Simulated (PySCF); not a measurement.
C6H6OS2 (SMILES C[C]([S-])C1=CC(=O)CS1) (charge −1, doublet)

Input file:

```
{"job": {"kind": "epr", "basis": "pcH-1"}, "charge": -1, "multiplicity": 2}
C     -2.528448     0.464101     0.374483
C     -1.530884    -0.600461     0.025118
S     -2.084205    -2.171524    -0.257586
C     -0.184930    -0.283737    -0.051817
C      0.901049    -1.104601    -0.340818
C      2.169457    -0.515110    -0.346348
O      3.275327    -1.023247    -0.569963
C      2.079987     0.985054    -0.012865
S      0.343053     1.394224     0.250106
H     -2.453775     1.300859    -0.323156
H     -3.535746     0.055101     0.342434
H     -2.331228     0.854144     1.375539
H      0.754141    -2.150255    -0.547874
H      2.475505     1.589757    -0.831438
H      2.646284     1.213684     0.892271
```

Command:

```sh
OMP_NUM_THREADS=1 python probes_run.py task.json out
```

Geometry: GFN2-xTB.

Computed with PySCF 2.14.0, density-fitted response routines, UKS B3LYP, pcH-1 on C H O S, non-relativistic, mean-field spin-orbit, GIAO.

### What will maps of the electron density, electron localisation function and spin density show?

C–O (1.24 Å): ρ is about 3.1 e/Å³ halfway; the ELF peaks at about 0.85 between the atoms: a polar covalent bond.
C–C (1.38 Å): the density is about 2.1 e/Å³ at the midpoint; the ELF peaks at about 0.95 between the atoms, as expected for localised, covalent bonding.
C–S (1.69 Å): ρ is about 1.5 e/Å³ halfway; the ELF peaks at about 0.90 between the atoms (localised, covalent bonding).
C–H (1.08 Å): ρ is about 2.1 e/Å³ halfway; the ELF climbs to about 1 towards the hydrogen, as it does in any bond to H: a covalent bond by its length.
The unpaired spin (1 electron) lies mostly on S3 (about 0.4), C2 (about 0.2), C5 (about 0.1), O7 (about 0.1) and C4 (about 0.1), in electrons by Hirshfeld's partition.

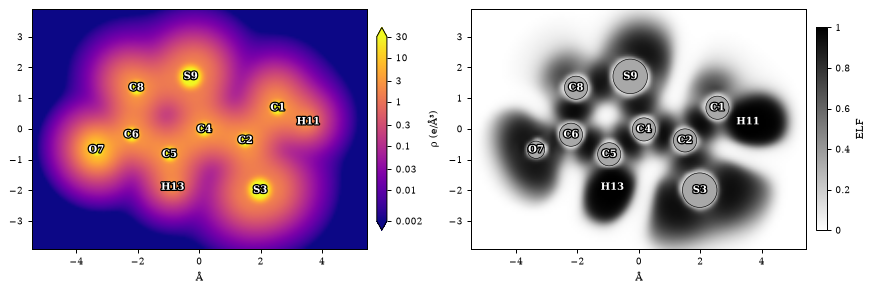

Computed electron density and electron localisation function on the plane of atoms C6, C8 and S9, in this order. Grey discs cover the atomic cores in the ELF map. 
